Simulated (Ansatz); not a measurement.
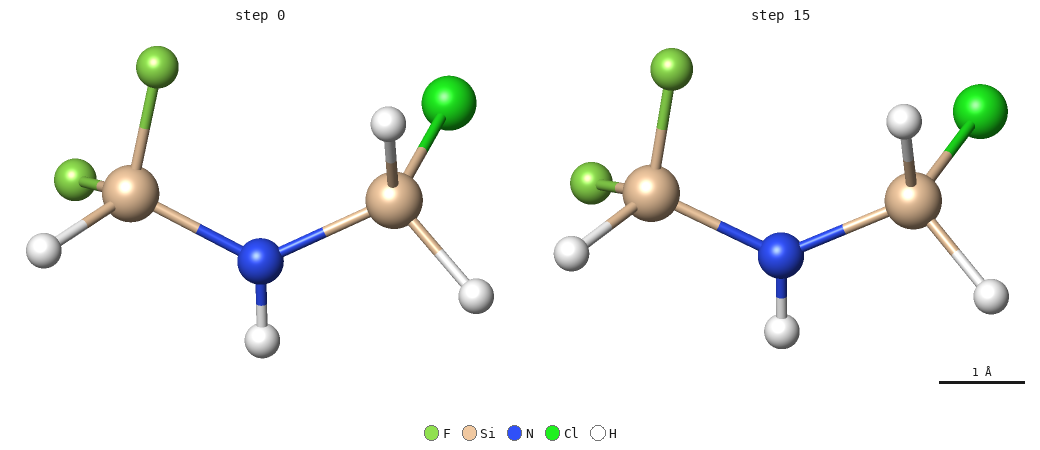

The structure of Si$_{2}$NH$_{4}$ClF$_{2}$ before (left) and after (right) a relaxation, at one scale.

A ball-and-stick model, seen face on.

The start comes from PBE-D4/def2-SVP.

The calculation used RKS PBE0-D4/def2-TZVP in Ansatz.

Input
```yaml
crystal:
  periodic: [false, false, false]
  atoms:
    - {symbol: F, position_ang: [-0.703939, -2.571975, 0.324270]}
    - {symbol: Si, position_ang: [0.486694, -1.471531, 0.178353]}
    - {symbol: F, position_ang: [0.857069, -0.930204, 1.667867]}
    - {symbol: N, position_ang: [-0.027811, -0.074878, -0.695531]}
    - {symbol: Si, position_ang: [-0.314320, 1.528226, -0.045009]}
    - {symbol: Cl, position_ang: [-2.107171, 1.640746, 1.013038]}
    - {symbol: H, position_ang: [1.654435, -2.178398, -0.415206]}
    - {symbol: H, position_ang: [-0.396089, -0.230387, -1.640655]}
    - {symbol: H, position_ang: [0.790202, 1.891847, 0.891183]}
    - {symbol: H, position_ang: [-0.413770, 2.457255, -1.214909]}
basis:
  gaussian: {orbitals: def2-TZVP}
hamiltonian: {xc: pbe0, dispersion: d4}
relax: {f_tol: 0.005, max_steps: 150}
```

Run as
```bash
ansatz run in.yaml --threads 4 --pin off --events-out ev --progress --plain --max-ram 10444MiB
```

> Describe what moved and what it gained.

The energy falls by 11.3 kJ/mol in 15 geometry steps. Largest force component: 1.3 eV/Å at the start, 0.0025 eV/Å at the end. Cl6 moves most after the best rigid fit: 0.17 Å. Largest moves by element: Cl 0.17 Å, H 0.16 Å, F 0.10 Å, N 0.10 Å, Si 0.02 Å. Among the contacts that change: F1–Si2 1.628 → 1.584 Å, N4–Si5 1.754 → 1.722 Å, Si5–Cl6 2.085 → 2.055 Å, Si2–N4 1.726 → 1.700 Å. Bond angles that change, for instance: Si2–N4–Si5 126.9° → 129.4°. The run took 82 s on 4 threads of Arm Neoverse V1, with other jobs on the host.
